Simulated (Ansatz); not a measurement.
```xyz
20

Ge   -0.5441    0.0612   -1.4394
Ge   -0.0063   -0.0227    2.2834
Ge    1.3414   -1.4607   -1.2984
Ge   -2.6379   -0.5815   -0.3932
H    -0.7864    0.4671   -2.9148
H     1.0911    1.5891   -0.2494
N     0.0189    1.7677   -0.6994
H     1.7983    0.6010    1.5046
F     2.1586    1.2223    0.2725
H     1.7766    0.2223    2.2963
H     0.4089   -1.4838    2.7081
H     0.1174    0.6056    3.7255
H     0.9051   -2.7155   -2.0805
H     2.5588   -0.8350   -1.9852
H     1.6390   -1.8457    0.1510
H    -3.2101    0.6269    0.3630
H    -3.6314   -0.9900   -1.5002
H    -2.4286   -1.7627    0.5588
H    -0.5769    2.0207    0.0838
H     0.0078    2.5135   -1.3865
```

A transition-state structure; geometry: PBE0-D4/def2-TZVP.

Level of theory: RKS PBE0-D4/def2-TZVPP in Ansatz 0.2.0.

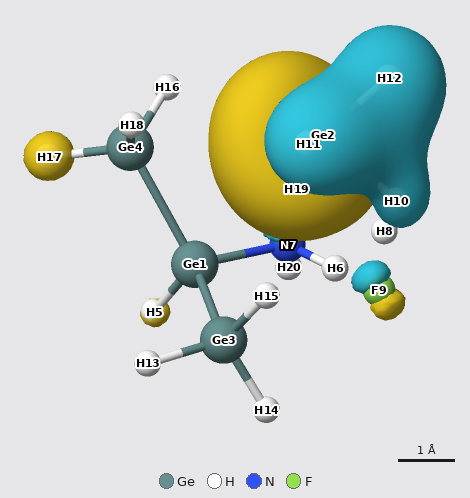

Ge₃H₁₀N···GeH₃···H···F. The HOMO at ±0.08 Å⁻³ᐟ² (yellow and cyan are the two phases), seen at a tilt.

**Describe this orbital and give its energy.**

Its weight (Hirshfeld) is mainly on Ge2 (about 65 %), H12 (about 10 %) and H11 (about 10 %). Its energy is −6.18 eV.
